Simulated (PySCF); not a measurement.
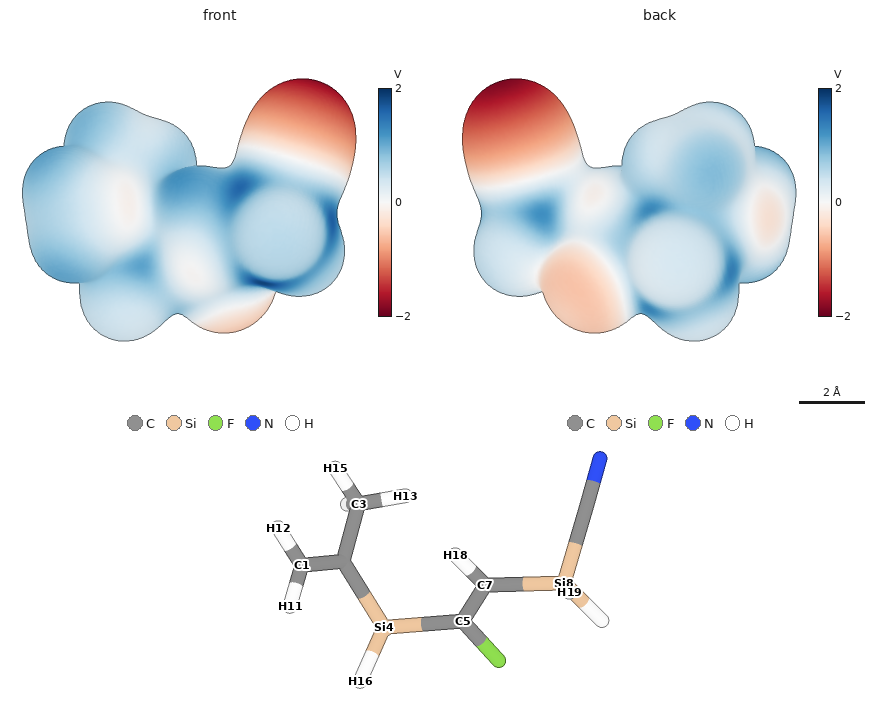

*C$_{6}$H$_{10}$FNSi$_{2}$ (SMILES C=C(C)[SiH2]/C(F)=C/[SiH2]C#N). The molecular electrostatic potential painted on the density surface at 0.002 e/bohr³, seen from the front and from behind; red is negative and blue positive. The bare structure is drawn below in the same view.*

Geometry: GFN2-xTB.

Method: PySCF, PBE0/pcSseg-1, SCF density, gas phase, non-relativistic.

```yaml
atoms:
  - { symbol: C, position_ang: [-2.8188, -0.6156, 0.8499] }
  - { symbol: C, position_ang: [-2.0375, -0.0578, -0.0658] }
  - { symbol: C, position_ang: [-1.9165, 1.4330, -0.1796] }
  - { symbol: Si, position_ang: [-1.0521, -1.0883, -1.3034] }
  - { symbol: C, position_ang: [0.7956, -0.9010, -0.8793] }
  - { symbol: F, position_ang: [1.6129, -1.3968, -1.8519] }
  - { symbol: C, position_ang: [1.3587, -0.3865, 0.2088] }
  - { symbol: Si, position_ang: [3.2101, -0.2568, 0.5291] }
  - { symbol: C, position_ang: [3.4907, 1.5683, 0.8368] }
  - { symbol: N, position_ang: [3.6484, 2.6874, 1.0239] }
  - { symbol: H, position_ang: [-2.9265, -1.6840, 0.9328] }
  - { symbol: H, position_ang: [-3.3891, -0.0291, 1.5552] }
  - { symbol: H, position_ang: [-0.8712, 1.7378, -0.1489] }
  - { symbol: H, position_ang: [-2.3248, 1.7650, -1.1335] }
  - { symbol: H, position_ang: [-2.4545, 1.9362, 0.6215] }
  - { symbol: H, position_ang: [-1.3838, -2.5122, -1.2013] }
  - { symbol: H, position_ang: [-1.2278, -0.5932, -2.6724] }
  - { symbol: H, position_ang: [0.6794, -0.0109, 0.9614] }
  - { symbol: H, position_ang: [3.5689, -0.9506, 1.7700] }
  - { symbol: H, position_ang: [4.0326, -0.6339, -0.6156] }
```

Which sites attract a positive test charge, and which a negative one?

Answer. A positive charge is drawn to the negative regions and a negative charge to the positive ones. The most negative region (about −1.8 V) lies over N10, the most positive (about +1.6 V) over Si8. N10 is the likeliest acceptor of a hydrogen bond.

What dipole moment does the calculation give?

Answer. Its dipole moment is 3.93 D.
